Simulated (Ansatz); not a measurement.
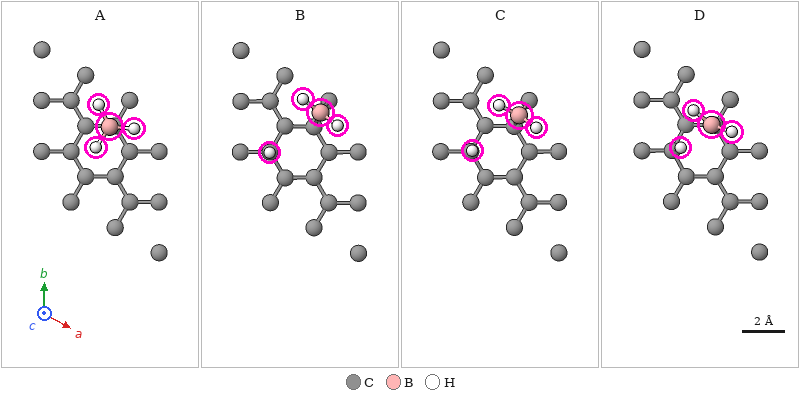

4 geometries from a converged minimum-energy path of BH3 on graphene monolayer (22 atoms in the cell), shuffled. A ball-and-stick model of the simulation cell, with the vacuum cut short (origin moved), seen along the c axis. The atoms that move most are ringed. Bonds to atoms that aren't drawn are left out.

Theory: DFT PBEsol, scalar-relativistic, plane waves, PAW (Ansatz). Settings: plane-wave cutoff 420 eV; k-point mesh 2 × 2 × 1; Gaussian smearing 0.02 eV; 7 movable images; climbing image; force threshold 0.05 eV/Å; iteration limit 17; spring constant 10.0 eV/Å²; starting path by image-dependent pair potential.

**Which of them lies highest in energy?**

D. In order along the path, whose images run from 0 to 8: A (image 1, +0.01 eV), D (image 5, +2.35 eV), C (image 7, +1.83 eV), B (image 8, +1.74 eV). An H atom travels furthest, 1.74 Å from end to end, on a path that bends up to 0.34 Å away from the straight line. It doesn't move alone: B (0.96 Å) moves with it. Breaking: B–H (1.21 → 3.15 Å). Forming: C–H (2.86 → 1.13 Å), 2 B–C (2.22–2.72 → 1.73–1.76 Å).

Limits of the set-up: the periodic images lie only 7.4 Å apart, so the values are limited by the cell's size.

PAW datasets: the set soft_1.
